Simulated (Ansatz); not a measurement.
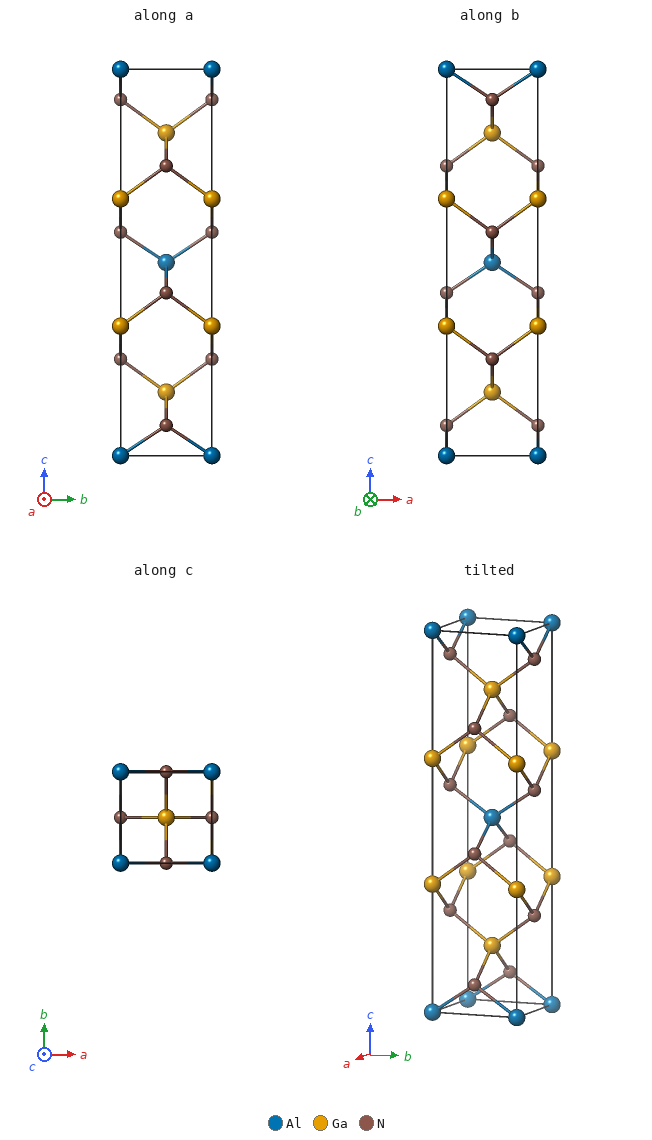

View along the a axis, along the b axis, along the c axis and slightly off an axis, drawn as a ball-and-stick model. Thin lines show the conventional unit cell, with boundary atoms drawn in all their periodic places.

Lattice parameters: a = 3.185 Å, b = 3.185 Å, c = 13.471 Å, α = 90.00°, β = 90.00°, γ = 90.00°.

Q: Reconstruct the structure as a table of Wyckoff sites, with free fractional coordinates to two decimals.

A: Space group I-4m2 (No. 119).
```
atom  site     x     y     z
  Al    2a  0.00  0.00  0.00
  Ga    4e  0.00  0.00  0.34
   N    4f  0.00  0.50  0.42
   N    2d  0.50  0.00  0.25
```

Origin of the cell: a structure type filled with these elements by a generator (whether the compound takes this form wasn't checked). The geometry was optimised with DFT PBE, scalar-relativistic, plane waves, PAW in Ansatz.
